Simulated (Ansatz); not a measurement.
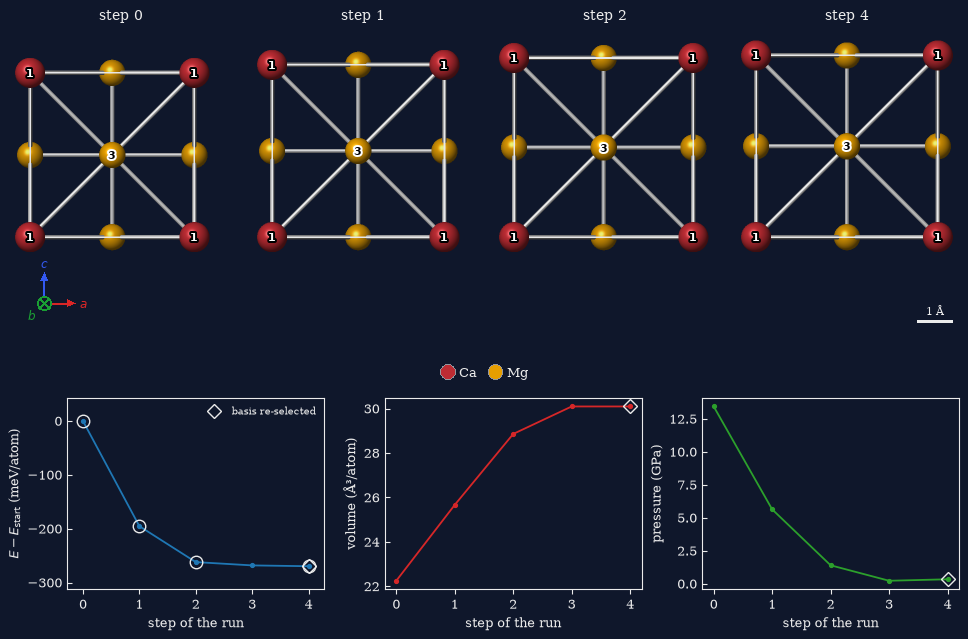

Frames of a relaxation of crystalline CaMg$_{4}$ (a generated structure, set up in Pm-3m) (coarse preliminary run), marked on the history of the run. Style: ball-and-stick. Shown: the cell of the calculation, along the b axis.

Method: DFT PBE, scalar-relativistic, plane waves, PAW in Ansatz 0.2.0.

Input file:
```yaml
crystal:
  lattice:
    - [4.80966921, 0.0, 0.0]
    - [0.0, 4.80966921, 0.0]
    - [0.0, 0.0, 4.80966921]
  atoms:
    - { symbol: Ca, position: [0.0, 0.0, 0.0] }
    - { symbol: Mg, position: [0.0, 0.5, 0.5] }
    - { symbol: Mg, position: [0.5, 0.0, 0.5] }
    - { symbol: Mg, position: [0.5, 0.5, 0.0] }
    - { symbol: Mg, position: [0.5, 0.5, 0.5] }
basis:
  ecutwfc: 420
kpoints:
  mp_grid: { grid: [4, 4, 4] }
hamiltonian:
  xc: pbe
scf:
  occupations: { method: gaussian, width: 0.1 }
  lower_state_search: "off"
output:
  forces: true
  stress: true
  eigenvalues: true
relax:
  adjacent_minimum: "off"
  f_tol: 0.04
  max_steps: 70
  cell: { stress_tol: 0.4 }
```

Command:
```bash
ansatz run input.yaml --threads 1 --pin off --max-ram 2048MiB --backend cpu --events-out ev --progress --plain --runs-dir out
```

> Describe the path.

The atoms keep their places relative to the cell (all moves are under 0.005 Å). Cell: a = b = c 4.810 → 5.319 Å (+10.6 %). Volume +35.3 %. Among the contacts that change: Ca1–Mg2 3.401 → 3.761 Å, Mg2–Mg5 2.405 → 2.660 Å. The space group stays Pm-3m (No. 221). Over 3 accepted moves (4 points after the start) the energy falls by 270 meV per atom. All forces vanish by symmetry, so only the cell relaxes. Pressure: 13.44 GPa at the start and 0.34 GPa at the end. The SCF was repeated once at an unchanged geometry on a basis and grid sized afresh for the cell, which shifted the energy by 1.5 meV per atom at most. From step 0 to 1: volume +15.3 %, energy −195 meV per atom. From step 1 to 2: volume +12.4 %, energy −66.6 meV per atom. From step 2 to 4: volume +4.3 %, energy −7.7 meV per atom.

| step | E − E(0), meV/atom | pressure, GPa | volume, Å³/atom | note |
| --- | --- | --- | --- | --- |
| 0 | 0.00 | 13.44 | 22.252 |  |
| 1 | -195.23 | 5.64 | 25.668 |  |
| 2 | -261.85 | 1.40 | 28.860 |  |
| 3 | -268.00 | 0.23 | 30.098 |  |
| 4 | -269.53 | 0.34 | 30.098 | same geometry, new basis |
